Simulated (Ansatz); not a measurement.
Run report: CH5NO2W, geometry relaxation

The run: geometry relaxation of CH5NO2W, SMILES [CH3][W]([NH2])(=[O])=[O]. Method and program: RKS PBE0-D4/def2-TZVP (Ansatz 0.2.0).

The geometry: GFN2-xTB start.

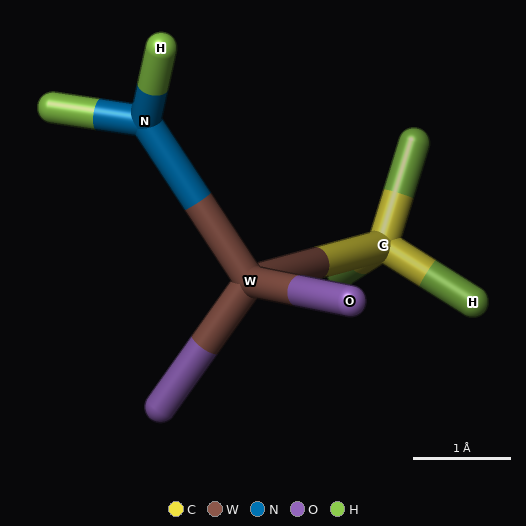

Fig. 1: The structure as given in the input (stick view, seen at a tilt). Sticks mark near contacts.

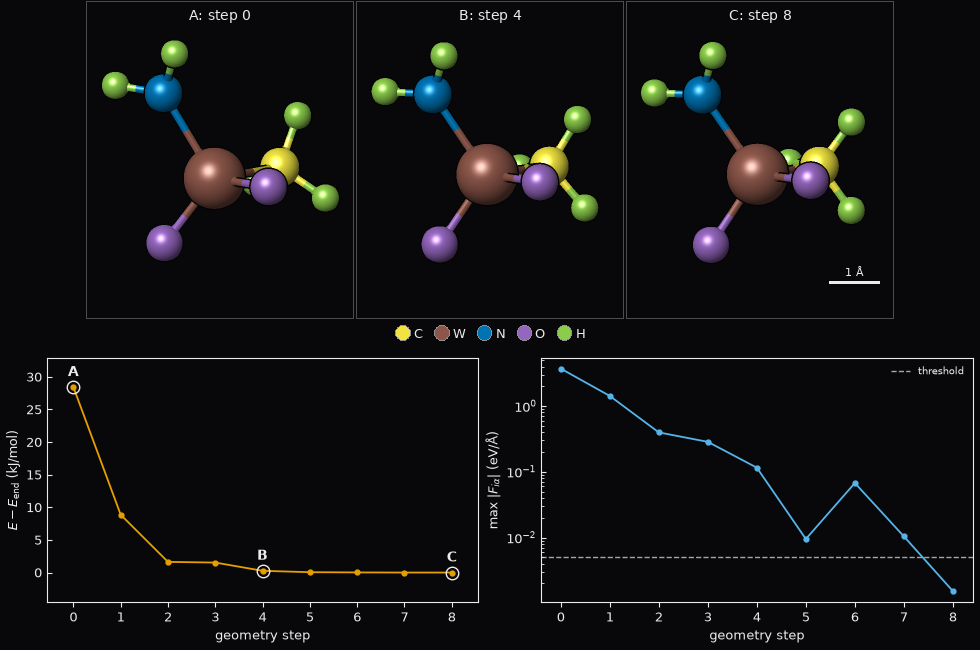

Fig. 2: Frames of the relaxation (ball-and-stick view, seen at a tilt) above the curves, on which the letters mark them (the first geometry is step 0 here and step 1 in the log).

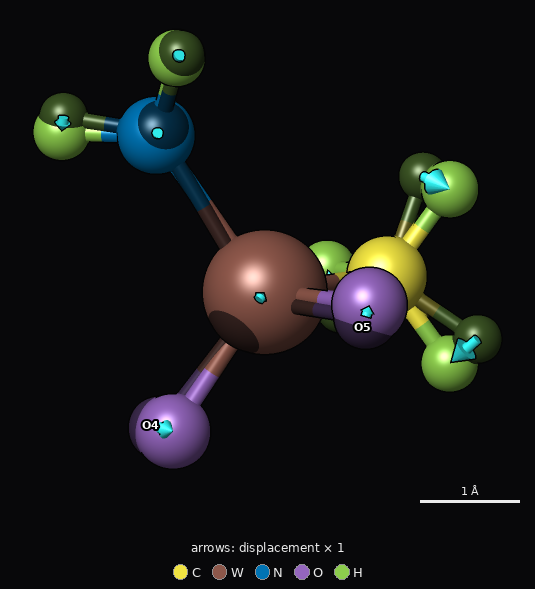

Fig. 3: Start (faint) and end (solid) with the displacements as teal arrows, at true length (ball-and-stick view, seen at a tilt). The two geometries are laid on each other by the best rigid fit. Over 8 geometry steps the energy falls by 28.4 kJ/mol. The largest force component goes from 3.7 to 0.0015 eV/Å. The largest move after the best rigid fit is that of H7, 0.43 Å. By element the largest moves are H 0.43 Å, O 0.18 Å, W 0.11 Å, N 0.09 Å, C 0.03 Å. Among the contacts that change: C1–W2 2.211 → 2.117 Å, W2–N3 1.988 → 1.938 Å, W2–O4 1.687 → 1.708 Å, N3–H10 1.028 → 1.010 Å. Among the angles that change: O4–W2–O5 119.2° → 112.7°, H9–N3–H10 106.2° → 110.8°, W2–C1–H7 113.7° → 110.4°. (Atoms are counted from 1 in the order of the input.)

The input and output of the run follow.

**The input**
```yaml
crystal:
  periodic: [false, false, false]
  atoms:
    - {symbol: C, position_ang: [-1.546710, -0.302560, 0.157060]}
    - {symbol: W, position_ang: [0.353080, 0.462630, -0.675450]}
    - {symbol: N, position_ang: [1.769300, -0.133840, 0.585600]}
    - {symbol: O, position_ang: [0.470300, -0.320630, -2.165310]}
    - {symbol: O, position_ang: [0.151770, 2.136940, -0.639970]}
    - {symbol: H, position_ang: [-2.408590, 0.321270, -0.139820]}
    - {symbol: H, position_ang: [-1.798050, -1.325040, -0.175410]}
    - {symbol: H, position_ang: [-1.570500, -0.328340, 1.262690]}
    - {symbol: H, position_ang: [2.195090, 0.438600, 1.326180]}
    - {symbol: H, position_ang: [2.384310, -0.949040, 0.464440]}
basis:
  gaussian: {orbitals: def2-TZVP}
hamiltonian: {xc: pbe0, dispersion: d4}
relax: {f_tol: 0.005, max_steps: 150}
```

Launch command:
```bash
ansatz run in.yaml --threads 4 --pin off --events-out ev --progress --plain --max-ram 10444MiB
```

**Output**
```
Functional definition: PBE0
  name "PBE0"
  cite "Adamo & Barone, J. Chem. Phys. 110, 6158 (1999) doi:10.1063/1.478522"
  cite "Perdew, Burke & Ernzerhof, Phys. Rev. Lett. 77, 3865 (1996) doi:10.1103/PhysRevLett.77.3865"
  parent pbe
  parameter a = 0.25
  parameter kappa = 0.804
  parameter beta = 0.06672455060314922
  exchange = (1 - a)*pbe_x(kappa = kappa, mu = beta*pi^2/3) + a*exact_x
  correlation = pbe_c(beta = beta)
1257 factors; their error is unknown
mean field evaluation 1: about -8504.6133 eV, gradient 1.1e2 eV
mean field evaluation 2: about -8373.8291 eV, gradient 2.8e2 eV
mean field evaluation 4: about -8526.2543 eV, gradient 2.4e1 eV
mean field evaluation 8: about -8527.3045 eV, gradient 2.9e-1 eV
mean field evaluation 16: about -8527.3207 eV, gradient 3.7e-3 eV
mean field -8527.32073435 eV, -313.3732569618 hartree, gradient 3.3e-5 eV, S^2 0.000000; 0 other end points of the search recorded, 0 dependent functions left out
the calculation of the forces begins
reference -8527.32076583 eV, -313.3732581185 hartree; 24, 24 occupied and 170, 170 virtual orbitals, 1257 factors
relax step   1: F+E_penalty+E_count = -8527.50413718 eV  Δ(F+E_penalty+E_count) = +0.000e0 eV  max|allowed force component| = 3.718e0 eV/Å  Δτ_max = 0.0000 Å  (31 SCF iters, accepted)
these checks for a lower state are left out or cut short: starts, cluster_reference, orbital_swaps, neighbouring_geometries, increment
1257 factors; their error is unknown
mean field -8527.51939527 eV, -313.3805576161 hartree, gradient 1.1e-5 eV, S^2 0.000000; 0 other end points of the search recorded, 0 dependent functions left out
the calculation of the forces begins
reference -8527.51942654 eV, -313.3805587649 hartree; 24, 24 occupied and 170, 170 virtual orbitals, 1257 factors
relax step   2: F+E_penalty+E_count = -8527.70682992 eV  Δ(F+E_penalty+E_count) = -2.027e-1 eV  max|allowed force component| = 1.428e0 eV/Å  Δτ_max = 0.1560 Å  (47 SCF iters, accepted)
these checks for a lower state are left out or cut short: starts, cluster_reference, orbital_swaps, neighbouring_geometries, increment
1257 factors; their error is unknown
mean field evaluation 32: about -8527.5801 eV, gradient 4.0e-2 eV
mean field -8527.59538040 eV, -313.3833500181 hartree, gradient 1.4e-5 eV, S^2 0.000000; 0 other end points of the search recorded, 0 dependent functions left out
the calculation of the forces begins
reference -8527.59541166 eV, -313.3833511669 hartree; 24, 24 occupied and 170, 170 virtual orbitals, 1257 factors
relax step   3: F+E_penalty+E_count = -8527.78173640 eV  Δ(F+E_penalty+E_count) = -7.491e-2 eV  max|allowed force component| = 3.980e-1 eV/Å  Δτ_max = 0.0655 Å  (39 SCF iters, accepted)
these checks for a lower state are left out or cut short: starts, cluster_reference, orbital_swaps, neighbouring_geometries, increment
1257 factors; their error is unknown
mean field -8527.59572325 eV, -313.3833626173 hartree, gradient 1.1e-5 eV, S^2 0.000000; 0 other end points of the search recorded, 0 dependent functions left out
the calculation of the forces begins
reference -8527.59575453 eV, -313.3833637668 hartree; 24, 24 occupied and 170, 170 virtual orbitals, 1257 factors
relax step   4: F+E_penalty+E_count = -8527.78280982 eV  Δ(F+E_penalty+E_count) = -1.073e-3 eV  max|allowed force component| = 2.857e-1 eV/Å  Δτ_max = 0.1494 Å  (41 SCF iters, accepted)
these checks for a lower state are left out or cut short: starts, cluster_reference, orbital_swaps, neighbouring_geometries, increment
1257 factors; their error is unknown
mean field -8527.60944844 eV, -313.3838670089 hartree, gradient 2.4e-5 eV, S^2 0.000000; 0 other end points of the search recorded, 0 dependent functions left out
the calculation of the forces begins
reference -8527.60947978 eV, -313.3838681605 hartree; 24, 24 occupied and 170, 170 virtual orbitals, 1257 factors
relax step   5: F+E_penalty+E_count = -8527.79588307 eV  Δ(F+E_penalty+E_count) = -1.307e-2 eV  max|allowed force component| = 1.157e-1 eV/Å  Δτ_max = 0.0758 Å  (33 SCF iters, accepted)
these checks for a lower state are left out or cut short: starts, cluster_reference, orbital_swaps, neighbouring_geometries, increment
1257 factors; their error is unknown
mean field -8527.61170636 eV, -313.3839499859 hartree, gradient 1.4e-5 eV, S^2 0.000000; 0 other end points of the search recorded, 0 dependent functions left out
the calculation of the forces begins
reference -8527.61173770 eV, -313.3839511376 hartree; 24, 24 occupied and 170, 170 virtual orbitals, 1257 factors
relax step   6: F+E_penalty+E_count = -8527.79811660 eV  Δ(F+E_penalty+E_count) = -2.234e-3 eV  max|allowed force component| = 9.495e-3 eV/Å  Δτ_max = 0.0576 Å  (33 SCF iters, accepted)
these checks for a lower state are left out or cut short: starts, cluster_reference, orbital_swaps, neighbouring_geometries, increment
1257 factors; their error is unknown
mean field evaluation 64: about -8527.6120 eV, gradient 3.1e-3 eV
mean field -8527.61202716 eV, -313.3839617751 hartree, gradient 1.5e-5 eV, S^2 0.000000; 0 other end points of the search recorded, 0 dependent functions left out
the calculation of the forces begins
reference -8527.61205851 eV, -313.3839629272 hartree; 24, 24 occupied and 170, 170 virtual orbitals, 1257 factors
relax step   7: F+E_penalty+E_count = -8527.79846069 eV  Δ(F+E_penalty+E_count) = -3.441e-4 eV  max|allowed force component| = 6.749e-2 eV/Å  Δτ_max = 0.0556 Å  (34 SCF iters, accepted)
these checks for a lower state are left out or cut short: starts, cluster_reference, orbital_swaps, neighbouring_geometries, increment
1257 factors; their error is unknown
mean field -8527.61222556 eV, -313.3839690663 hartree, gradient 1.2e-5 eV, S^2 0.000000; 0 other end points of the search recorded, 0 dependent functions left out
the calculation of the forces begins
reference -8527.61225691 eV, -313.3839702181 hartree; 24, 24 occupied and 170, 170 virtual orbitals, 1257 factors
relax step   8: F+E_penalty+E_count = -8527.79866640 eV  Δ(F+E_penalty+E_count) = -2.057e-4 eV  max|allowed force component| = 1.041e-2 eV/Å  Δτ_max = 0.0056 Å  (37 SCF iters, accepted)
these checks for a lower state are left out or cut short: starts, cluster_reference, orbital_swaps, neighbouring_geometries, increment
1257 factors; their error is unknown
mean field -8527.61223388 eV, -313.3839693721 hartree, gradient 1.2e-5 eV, S^2 0.000000; 0 other end points of the search recorded, 0 dependent functions left out
the calculation of the forces begins
reference -8527.61226523 eV, -313.3839705239 hartree; 24, 24 occupied and 170, 170 virtual orbitals, 1257 factors
relax step   9: F+E_penalty+E_count = -8527.79868141 eV  Δ(F+E_penalty+E_count) = -1.501e-5 eV  max|allowed force component| = 1.531e-3 eV/Å  Δτ_max = 0.0031 Å  (37 SCF iters, accepted)
1257 factors; their error is unknown
mean field evaluation 96: about -8527.6122 eV, gradient 6.5e-3 eV
mean field -8527.61223388 eV, -313.3839693721 hartree, gradient 4.7e-5 eV, S^2 0.000000; 1 other end points of the search recorded, 0 dependent functions left out
the calculation of the forces begins
reference -8527.61226523 eV, -313.3839705239 hartree; 24, 24 occupied and 170, 170 virtual orbitals, 1257 factors
Total energy: -8527.79871275 eV, -313.3908223442 hartree
Atom 0 at    -1.528088    -0.299338     0.173213 Å, force    -0.000056    -0.000261     0.000248 eV/Å
Atom 1 at     0.304991     0.452328    -0.572753 Å, force     0.000103    -0.000427     0.001531 eV/Å
Atom 2 at     1.732733    -0.210894     0.557535 Å, force     0.000354     0.000087     0.000274 eV/Å
Atom 3 at     0.424906    -0.133687    -2.172627 Å, force    -0.000299    -0.000373    -0.000705 eV/Å
Atom 4 at     0.166223     2.153297    -0.503357 Å, force     0.000079     0.000350     0.000004 eV/Å
Atom 5 at    -2.354411     0.061837    -0.444349 Å, force     0.000345    -0.000213    -0.000225 eV/Å
Atom 6 at    -1.528527    -1.392227     0.150230 Å, force     0.000282     0.000241    -0.000090 eV/Å
Atom 7 at    -1.687883     0.038960     1.200337 Å, force     0.000088     0.000397    -0.000393 eV/Å
Atom 8 at     2.159378     0.333823     1.293574 Å, force    -0.000323    -0.000383    -0.000169 eV/Å
Atom 9 at     2.310679    -1.004109     0.318207 Å, force    -0.000573     0.000581    -0.000475 eV/Å
Dipole moment:     0.279864    -0.494907     0.721582 e Å
```

**Trajectory as extended XYZ (Å, eV, eV/Å), 9 frames, from step=1 to step=9**
```
10
Properties=species:S:1:pos:R:3:forces:R:3 step=1 energy=-8527.50414
C    -1.5467   -0.3026    0.1571   -0.0586   0.0271  -0.0544
W     0.3531    0.4626   -0.6754   -0.2188  -2.3875   3.7176
N     1.7693   -0.1338    0.5856    0.2006   0.1523  -0.2153
O     0.4703   -0.3206   -2.1653    0.1242  -0.0268  -1.5624
O     0.1518    2.1369   -0.6400   -0.0635   1.4531  -0.6337
H    -2.4086    0.3213   -0.1398    0.4478  -0.0115  -0.0641
H    -1.7980   -1.3250   -0.1754    0.4020   0.3100  -0.0484
H    -1.5705   -0.3283    1.2627    0.3309   0.1686  -0.3770
H     2.1951    0.4386    1.3262   -0.5364  -0.1556  -0.5740
H     2.3843   -0.9490    0.4644   -0.6284   0.4704  -0.1883
10
Properties=species:S:1:pos:R:3:forces:R:3 step=2 energy=-8527.70683
C    -1.5327   -0.2943    0.1572   -1.0479  -0.5293   0.4458
W     0.2636    0.3934   -0.5680    1.2240   0.9272  -1.4277
N     1.6913   -0.1699    0.5906    0.8359  -0.3576   0.5419
O     0.4852   -0.2574   -2.1440   -0.2498   0.1250   0.5588
O     0.1807    2.1059   -0.5977   -0.1391  -0.3893   0.0940
H    -2.3806    0.2879   -0.2393    0.2184  -0.2232   0.1365
H    -1.6587   -1.3572   -0.1188   -0.0556   0.3640   0.1846
H    -1.5136   -0.1986    1.2580   -0.1537  -0.0606  -0.3176
H     2.1409    0.4334    1.2758   -0.2728  -0.0765  -0.1889
H     2.3239   -0.9433    0.3862   -0.3595   0.2204  -0.0275
10
Properties=species:S:1:pos:R:3:forces:R:3 step=3 energy=-8527.78174
C    -1.5294   -0.2981    0.1607   -0.2542  -0.1480   0.2089
W     0.3072    0.4209   -0.5861   -0.0265   0.1729  -0.3394
N     1.7235   -0.1774    0.5896    0.3980  -0.1054   0.1742
O     0.4417   -0.2361   -2.1616    0.0126   0.1131   0.2174
O     0.1515    2.1245   -0.5916    0.0492  -0.1662  -0.0001
H    -2.3704    0.2498   -0.2823    0.1406  -0.0741   0.0264
H    -1.6495   -1.3652   -0.0663    0.0336   0.1514   0.0451
H    -1.5674   -0.1618    1.2514   -0.0091  -0.0026  -0.1895
H     2.1576    0.4048    1.2979   -0.1635  -0.0198  -0.1071
H     2.3353   -0.9614    0.3884   -0.1806   0.0788  -0.0360
10
Properties=species:S:1:pos:R:3:forces:R:3 step=4 energy=-8527.78281
C    -1.5146   -0.3136    0.1831    0.0134  -0.0166  -0.0388
W     0.3002    0.4349   -0.5758    0.2491  -0.2174   0.2857
N     1.7313   -0.1911    0.5724   -0.1319   0.1065  -0.1109
O     0.4168   -0.1916   -2.1577    0.0043  -0.0429  -0.2268
O     0.1372    2.1317   -0.5342   -0.0105   0.2431  -0.0262
H    -2.2887    0.1916   -0.3931   -0.2666  -0.0183  -0.0065
H    -1.6020   -1.3913    0.0340    0.0010  -0.0009   0.0102
H    -1.6396   -0.0706    1.2392   -0.0181   0.0238   0.0315
H     2.1560    0.3920    1.2780    0.0686  -0.0400   0.0518
H     2.3034   -0.9920    0.3542    0.0908  -0.0373   0.0300
10
Properties=species:S:1:pos:R:3:forces:R:3 step=5 energy=-8527.79588
C    -1.5286   -0.3043    0.1747   -0.0646   0.0885  -0.1157
W     0.3047    0.4374   -0.5794    0.0688  -0.0043   0.0701
N     1.7364   -0.1925    0.5667   -0.0704   0.0180  -0.0224
O     0.4329   -0.1770   -2.1676   -0.0090  -0.0028  -0.0306
O     0.1606    2.1385   -0.5384   -0.0049   0.0194  -0.0091
H    -2.3537    0.1536   -0.3839    0.0614  -0.0724   0.0635
H    -1.5821   -1.3877    0.0551   -0.0091  -0.0434   0.0057
H    -1.6396   -0.0496    1.2304   -0.0114   0.0189   0.0396
H     2.1536    0.3717    1.2934    0.0132  -0.0132  -0.0034
H     2.3157   -0.9901    0.3490    0.0260  -0.0087   0.0023
10
Properties=species:S:1:pos:R:3:forces:R:3 step=6 energy=-8527.79812
C    -1.5297   -0.3009    0.1726   -0.0080   0.0068  -0.0075
W     0.3055    0.4453   -0.5752   -0.0023  -0.0028   0.0033
N     1.7332   -0.2031    0.5634   -0.0015  -0.0008  -0.0020
O     0.4300   -0.1550   -2.1694   -0.0018   0.0042  -0.0020
O     0.1670    2.1467   -0.5208   -0.0042   0.0035  -0.0014
H    -2.3586    0.1046   -0.4139    0.0095  -0.0072   0.0028
H    -1.5557   -1.3914    0.1030    0.0059   0.0004   0.0064
H    -1.6650   -0.0033    1.2159   -0.0001   0.0031  -0.0029
H     2.1577    0.3525    1.2925    0.0010  -0.0022   0.0031
H     2.3156   -0.9953    0.3318    0.0014  -0.0049   0.0003
10
Properties=species:S:1:pos:R:3:forces:R:3 step=7 energy=-8527.79846
C    -1.5286   -0.2988    0.1730   -0.0479  -0.0280   0.0192
W     0.3052    0.4517   -0.5721   -0.0071   0.0139  -0.0147
N     1.7339   -0.2112    0.5569   -0.0007  -0.0033   0.0056
O     0.4253   -0.1329   -2.1726   -0.0015  -0.0006   0.0050
O     0.1657    2.1527   -0.5019    0.0042  -0.0052   0.0006
H    -2.3564    0.0613   -0.4466    0.0508  -0.0213   0.0383
H    -1.5277   -1.3938    0.1509   -0.0053   0.0675   0.0066
H    -1.6888    0.0418    1.2014    0.0057  -0.0246  -0.0613
H     2.1596    0.3339    1.2932    0.0026  -0.0033  -0.0002
H     2.3118   -1.0046    0.3179   -0.0008   0.0049   0.0009
10
Properties=species:S:1:pos:R:3:forces:R:3 step=8 energy=-8527.79867
C    -1.5281   -0.2993    0.1732   -0.0088  -0.0048   0.0026
W     0.3049    0.4522   -0.5732    0.0034  -0.0007  -0.0077
N     1.7320   -0.2109    0.5579    0.0032   0.0002   0.0003
O     0.4254   -0.1345   -2.1729   -0.0009   0.0017   0.0070
O     0.1679    2.1534   -0.5049   -0.0034  -0.0039   0.0017
H    -2.3558    0.0634   -0.4420    0.0066  -0.0007   0.0021
H    -1.5296   -1.3925    0.1479    0.0022   0.0104   0.0011
H    -1.6860    0.0370    1.2015    0.0008  -0.0021  -0.0061
H     2.1576    0.3344    1.2942   -0.0002  -0.0011  -0.0013
H     2.3115   -1.0030    0.3185   -0.0029   0.0009   0.0003
10
Properties=species:S:1:pos:R:3:forces:R:3 step=9 energy=-8527.79868
C    -1.5281   -0.2993    0.1732   -0.0001  -0.0003   0.0002
W     0.3050    0.4523   -0.5728    0.0001  -0.0004   0.0015
N     1.7327   -0.2109    0.5575    0.0004   0.0001   0.0003
O     0.4249   -0.1337   -2.1726   -0.0003  -0.0004  -0.0007
O     0.1662    2.1533   -0.5034    0.0001   0.0003   0.0000
H    -2.3544    0.0618   -0.4443    0.0003  -0.0002  -0.0002
H    -1.5285   -1.3922    0.1502    0.0003   0.0002  -0.0001
H    -1.6879    0.0390    1.2003    0.0001   0.0004  -0.0004
H     2.1594    0.3338    1.2936   -0.0003  -0.0004  -0.0002
H     2.3107   -1.0041    0.3182   -0.0006   0.0006  -0.0005
```

**Key numbers**

| quantity | value |
| --- | --- |
| outcome | converged |
| total energy | −8527.7987 eV |
| mean-field energy | −8527.6123 eV |
| dispersion energy | −0.1864 eV |
| SCF solution under orbital rotations | stable |
| largest force (length of the vector) at the end | 0.002 eV/Å |
| dipole moment | 4.41 D |
| hardware | 4 threads of Arm Neoverse V2, 23 GiB of memory available, shared host |
| wall time | 26 s (CPU time 92 s) |
| peak memory | 0.47 GiB |
